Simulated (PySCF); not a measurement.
C$_{6}$H$_{8}$, SMILES `C1=CCC=CC1`.

Level of theory: B3LYP/def2-SVP (PySCF), at a geometry from GFN2-xTB. No frequency check shows the geometry to be a minimum. Without diffuse functions Rydberg states are missing, so the states' numbers hold for this basis only.

Cartesian coordinates (Å):

```
C1      -0.6584    1.2455   -0.0009
C2       0.6623    1.2434    0.0007
C3       1.4914   -0.0019    0.0003
C4       0.6584   -1.2455   -0.0009
C5      -0.6623   -1.2434    0.0007
C6      -1.4914    0.0019    0.0003
H7      -1.2075    2.1779   -0.0021
H8       1.2145    2.1740    0.0019
H9       2.1514   -0.0046    0.8768
H10      2.1514   -0.0023   -0.8771
H11      1.2075   -2.1779   -0.0021
H12     -1.2145   -2.1740    0.0019
H13     -2.1514    0.0046    0.8768
H14     -2.1514    0.0023   -0.8771
```

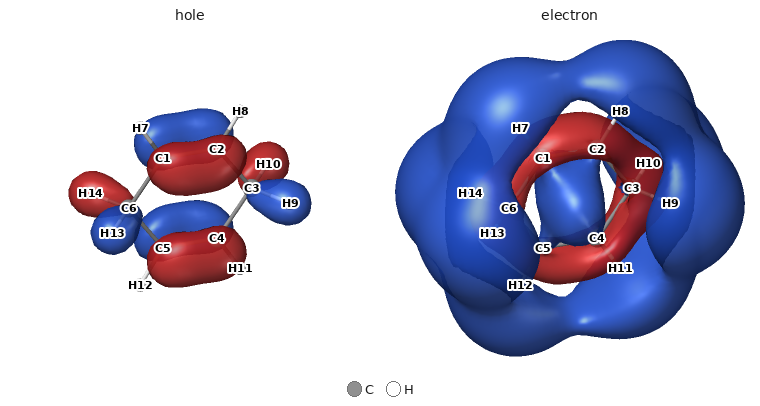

Leading natural transition orbital pair of S₃ (TDA singlet states); the surfaces enclose about 70 % of each orbital's density.

Where does the state lie, and where do hole and electron sit?

7.02 eV (177 nm), f = 0.008, partly diffuse acceptor orbital, which a basis without diffuse functions describes poorly; the leading pair carries 98 %; hole on C1, C2, C4 and C5 (16 % each) and C3 and C6 (7 % each), electron on H7, H8, H9, H10, H11, H12, H13 and H14 (8 % each), C3 and C6 (7 % each) and C1, C2, C4 and C5 (6 % each) (atom shares of so diffuse an orbital are rough); their centroids lie 0.0 Å apart. In canonical orbitals it is mainly HOMO → LUMO+2 (98 %). The HOMO–LUMO gap is 6.82 eV.
